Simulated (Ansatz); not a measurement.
```yaml
crystal:
  periodic: [false, false, false]
  atoms:
    - {symbol: F, position_ang: [-0.733724, -0.977427, -0.515669]}
    - {symbol: Ge, position_ang: [0.637480, -0.295161, 0.320228]}
    - {symbol: F, position_ang: [0.027556, 1.332116, 0.164116]}
basis:
  gaussian: {orbitals: def2-TZVPP}
hamiltonian: {xc: pbe, dispersion: d4}
```

Geometry: moved along internal coordinates away from the minimum.

What structure does this define?

It has 3 atoms: 1 germanium and 2 fluorine (GeF₂). SMILES: `[F][Ge][F]`. Coordination: 1 Ge bent.

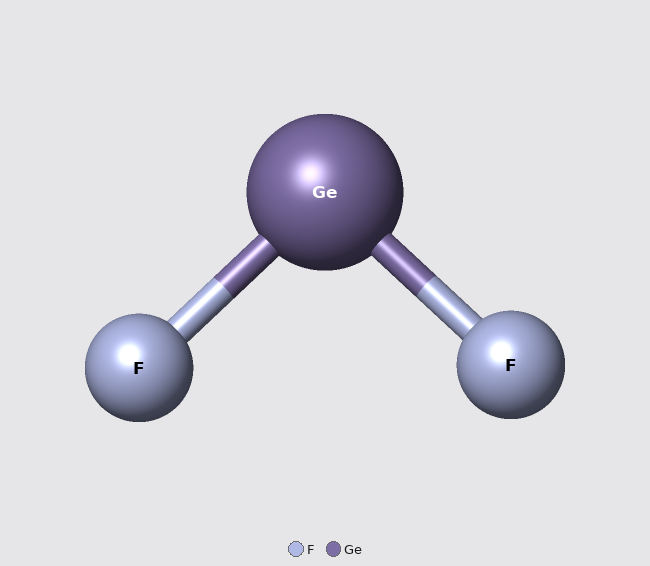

Source: calculation with Ansatz.
